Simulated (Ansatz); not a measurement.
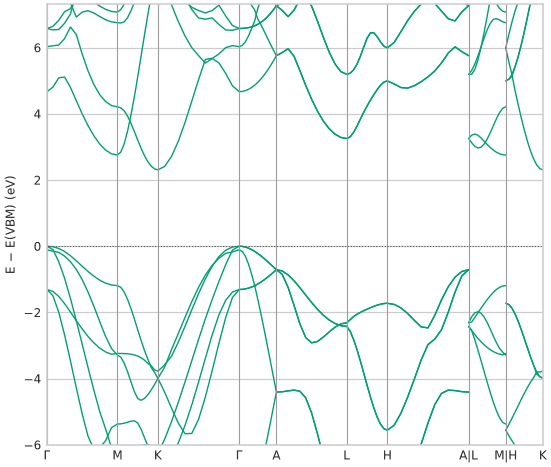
*Band structure from DFT-PBE in the program Ansatz with PAW potentials*

Task: Read off the gap and where the band edges lie.

Result: About 2.3 eV (2.31 eV by a search for the band edges); maximum at Γ, minimum at K.

The material is SiC (wurtzite, P6_3mc).

The cell was relaxed with PBE under the symmetry of its start; phonons on a q-mesh show no instability.

Potentials: the later of the program's two PAW sets.
